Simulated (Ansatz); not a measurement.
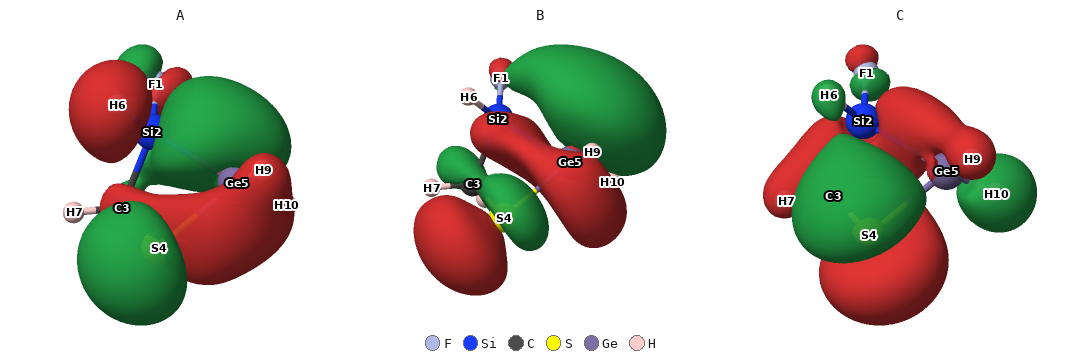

Figure. CH5FGeSSi (SMILES F[SiH]1C[S][GeH2]1). Three frontier orbitals at ±0.06 Å⁻³ᐟ² (green and red are the two phases), in no order.

Geometry: PBE0-D4/def2-TZVP.

Method: RKS PBE0-D4/def2-TZVPP in Ansatz 0.2.0.

```xyz
10

F    -2.4909   -0.1709   -0.1391
Si   -1.0042    0.0321    0.4226
C     0.1865   -1.3925    0.1795
S     1.7135   -0.3730    0.2993
Ge    0.6153    1.3843   -0.6165
H    -1.1098    0.3747    1.8610
H     0.1892   -2.1437    0.9705
H     0.1273   -1.8885   -0.7897
H     1.0937    2.7228   -0.0360
H     0.7626    1.4033   -2.1488
```

### Order the three orbitals by energy and name them.

A is the HOMO−1 (−7.86 eV). It lies mainly on S4 (about 35 %), Ge5 (about 30 %) and Si2 (about 20 %). C is the HOMO (−6.97 eV). Its weight (Hirshfeld) is mainly on S4 (about 70 %), Ge5 (about 10 %), C3 (about 5 %) and Si2 (about 5 %); largely a lone pair of S4. B is the LUMO (−0.55 eV). By Hirshfeld shares it lies mainly on Ge5 (about 45 %), S4 (about 25 %) and Si2 (about 10 %).

### What is the HOMO–LUMO gap?

6.42 eV between the orbital energies.
